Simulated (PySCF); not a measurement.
C5H14Si3 (SMILES C=CC1[SiH2]C[SiH2]C[SiH2]1)

The calculation's input:

```
{"job": {"kind": "nmr", "xc": "PBE0", "basis": "pcSseg-1"}, "charge": 0, "multiplicity": 1}
C     -3.151896    -0.283376    -0.711601
C     -1.816068    -0.257318    -0.754408
C     -0.908309     0.215433     0.334562
Si     0.252829    -1.170465     0.919016
C      1.407571    -1.655669    -0.488287
Si     2.410938    -0.208876    -1.162902
C      1.263032     1.213543    -1.624773
Si     0.107339     1.720897    -0.226359
H     -3.702956     0.055821     0.171464
H     -3.738908    -0.645212    -1.559160
H     -1.328912    -0.612777    -1.673272
H     -1.502337     0.534615     1.210380
H     -0.553732    -2.344147     1.379594
H      1.063180    -0.666281     2.073344
H      0.810178    -2.096877    -1.305400
H      2.097848    -2.443030    -0.140526
H      3.360719     0.257683    -0.103101
H      3.219504    -0.637747    -2.349130
H      0.657727     0.920532    -2.500484
H      1.868051     2.082790    -1.934007
H      0.918303     2.215204     0.932108
H     -0.816404     2.815448    -0.660715
```

Launched as:

```sh
OMP_NUM_THREADS=1 python probes_run.py task.json out
```

Geometry: PBE0-D3(BJ)/def2-SVP.

All numbers below come from PBE0/pcSseg-1, SCF density, gas phase, non-relativistic (PySCF 2.14.0).

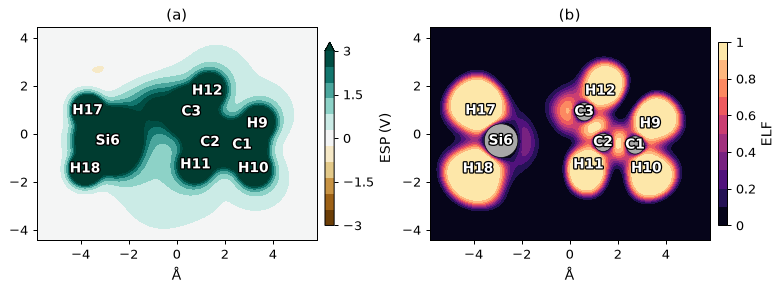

Figure 1. (a) molecular electrostatic potential; (b) ELF on the plane of atoms C2, C1 and H10. Grey discs cover the atomic cores in the ELF map.

### Interpret the plot.

- The plane passes through C, Si and H nuclei.
- C–C (1.34 Å): the ELF peaks at about 0.95 between the atoms; a short, multiple covalent bond.
- C–H (1.09 Å): the ELF climbs to about 1 towards the hydrogen, as it does in any bond to H; an ordinary covalent bond to hydrogen.
- C–C (1.49 Å): the ELF peaks at about 0.95 between the atoms, as expected for localised, covalent bonding.
- Si–H (1.50 Å): the ELF climbs to about 1 towards the hydrogen.
- The potential has no marked negative region in this plane.

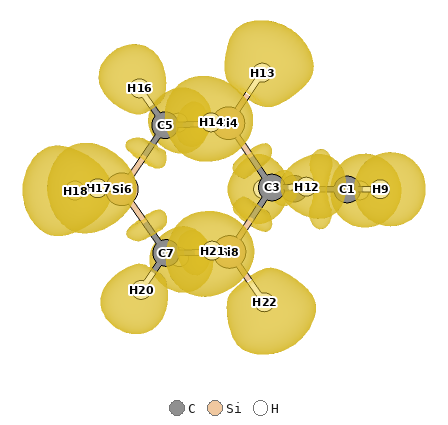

Figure 2. Isosurface of the electron localisation function at 0.85 (yellow), seen at a tilt. Core shells and regions of very low density are left out.

### Describe the localisation domains.

At this value the surface marks out two regions between bonded C–C atoms (shared pairs), six regions between bonded C–Si atoms (shared pairs) and 14 regions around hydrogen nuclei. Profiles from the grid: C–Si (1.88 Å): the ELF peaks at about 0.95 between the atoms: localised, covalent bonding.

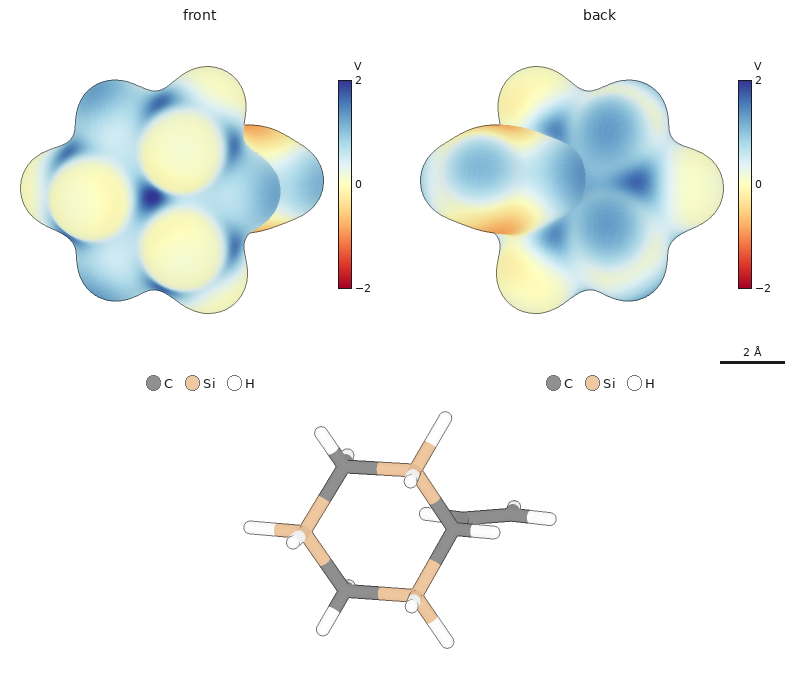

Figure 3. The molecular electrostatic potential painted on the density surface at 0.004 e/bohr³, seen from the front and from behind; the colour scale runs from red (negative) to blue (positive). The bare structure is drawn below in the same view.

### Describe the electrostatic potential map.

The most negative region (about −0.8 V, or −18 kcal/mol for a unit charge) lies over the π face of C1 and C2, the most positive (about +1.7 V, or +39 kcal/mol for a unit charge) over Si4, Si6 and Si8.

### How polar is the molecule by this calculation?

Its dipole moment is 0.73 D.
